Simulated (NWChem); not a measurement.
**BH2O2F (SMILES OB(O)F) at PBE0/6-31G(d,p) (spherical functions)**

Aim: the vertical ionisation energy of BH2O2F at PBE0/6-31G** (spherical functions), from 2 runs. 

The calculation is run with NWChem 7.3.0.

4 further runs of the same task are left out: 2 that didn't finish, 2 set aside as unsound or not needed.

## Step 1: The molecule

BH2O2F: 6 atoms, total charge 0, spin state singlet. SMILES: `OB(O)F`. Geometry: relaxed at PBE0-D4/def2-TZVP. This is one conformer, not always the lowest.

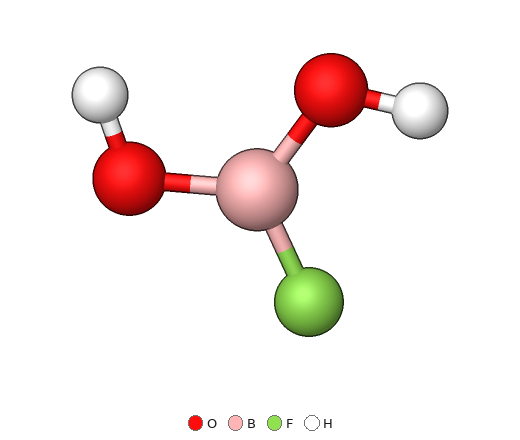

Viewed from a chosen angle; oxygen red, boron pink, fluorine green, hydrogen white.

## Step 2: The energy at PBE0/6-31G(d,p) (spherical functions)

test.xyz

```xyz
6
BFH2O2 PBE0
O     -0.477500     0.971000    -0.208400
B     -0.023800    -0.307500    -0.106500
O      0.989400    -0.635200     0.726100
F     -0.573100    -1.280600    -0.833200
H     -1.198900     1.066100    -0.834300
H      1.326000     0.122200     1.210000
```

test.nw

```
start test
title "BFH2O2 PBE0"
memory total 2200 mb
geometry units angstrom noautosym nocenter noautoz
  load test.xyz
end
basis spherical bse
  * library 6-31G**
end
dft
  xc pbe0
  mult 1
  grid fine
  convergence energy 1e-08
  maxiter 100
  mulliken
  noprint "final vectors analysis"
end
task dft energy
```

Launch:

```bash
$ nwchem test.nw > test.out
```

The log of the run:

```text
[...]
          Wavefunction type:  closed shell.
          No. of atoms     :     6
          No. of electrons :    32
[...]
          Charge           :     0
          Spin multiplicity:     1
[...]
          AO basis - number of functions:    66
[...]
              XC Information
              --------------
                         PBE0 Method XC Functional
                     Hartree-Fock (Exact) Exchange  0.250
          PerdewBurkeErnzerhof Exchange Functional  0.750
            Perdew 1991 LDA Correlation Functional  1.000 local
           PerdewBurkeErnz. Correlation Functional  1.000 non-local
[...]
 d= 0,ls=0.0,diis     1   -276.1247689970 -3.91D+02  1.38D-02  9.18D-01     0.7
[...]
 d= 0,ls=0.0,diis     8   -276.2216581333  4.71D-09  3.69D-06  2.91D-07     4.7
         Total DFT energy =     -276.221658133327
      One electron energy =     -608.894781406278
           Coulomb energy =      250.512856562405
    Exchange-Corr. energy =      -32.338294752942
 Nuclear repulsion energy =      114.498561463488
[...]
      Total Density - Mulliken Population Analysis
     ---------------------------------------------
    Atom       Charge   Shell Charges
 -----------   ------   -------------------------------------------------------
    1 O    8     8.52   2.00  0.89  2.94  0.88  1.79  0.02
    2 B    5     4.37   2.00  0.49  1.39  0.06  0.24  0.20
    3 O    8     8.49   2.00  0.90  2.94  0.88  1.76  0.02
    4 F    9     9.29   2.00  0.93  3.32  1.00  2.04  0.01
    5 H    1     0.66   0.49  0.13  0.04
    6 H    1     0.66   0.49  0.13  0.04
[...]
```

Run time: 5.4 s. Hardware: 1 thread of Intel Xeon Platinum 8488C (Sapphire Rapids), shared host; peak memory 0.11 GiB.

## Step 3: The doublet cation

m1.xyz

```xyz
6
BFH2O2
O     -0.477500     0.971000    -0.208400
B     -0.023800    -0.307500    -0.106500
O      0.989400    -0.635200     0.726100
F     -0.573100    -1.280600    -0.833200
H     -1.198900     1.066100    -0.834300
H      1.326000     0.122200     1.210000
```

m1.nw

```
start m1
title "BFH2O2"
memory stack 880 mb heap 220 mb global 1100 mb
charge 1

geometry noautosym nocenter noautoz
  load format xyz m1.xyz
end

basis spherical bse
  * library 6-31G**
end

dft
  xc pbe0
  mult 2
  grid fine
  convergence energy 1e-08
  iterations 100
  mulliken
  print low
end

task dft
```

Launch:

```bash
$ nwchem m1.nw > m1.out
```

The log of the run:

```text
[...]
 d= 0,ls=0.0,diis     1   -275.5977523026 -3.90D+02  1.05D-02  4.77D-01     1.0
[...]
 d= 0,ls=0.0,diis    15   -275.7753339507 -8.35D-09  5.42D-07  1.74D-09    12.8
[...]
         Total DFT energy =     -275.775333950684
      One electron energy =     -598.776372016301
           Coulomb energy =      240.409548225978
    Exchange-Corr. energy =      -31.907071623849
 Nuclear repulsion energy =      114.498561463488
[...]
      Total Density - Mulliken Population Analysis
     ---------------------------------------------
    Atom       Charge   Shell Charges
 -----------   ------   -------------------------------------------------------
    1 O    8     8.22   2.00  0.93  2.88  0.87  1.52  0.02
    2 B    5     4.28   2.00  0.51  1.42  0.02  0.15  0.20
    3 O    8     8.15   2.00  0.95  2.86  0.87  1.46  0.02
    4 F    9     9.21   2.00  0.94  3.30  1.00  1.96  0.02
    5 H    1     0.57   0.46  0.06  0.04
    6 H    1     0.58   0.47  0.07  0.04
[...]
      <S2> =      0.7684 (Exact =     0.7500)
[...]
```

It took 14 s on 1 thread of Intel Xeon Platinum 8488C (Sapphire Rapids), shared host; peak memory 0.11 GiB.

## Step 4: Outcome

At PBE0/6-31G** (spherical functions):

```
                                          quantity          value
                      singlet BH2O2F: total energy  -276.22166 Eh
                     singlet BH2O2F: dipole moment         1.92 D
                      doublet cation: total energy  -275.77533 Eh
                              doublet cation: ⟨S²⟩          0.768
vertical ionisation energy (to the doublet cation)      12.145 eV
```

In words: The vertical ionisation energy comes to 12.15 eV (1172 kJ/mol).
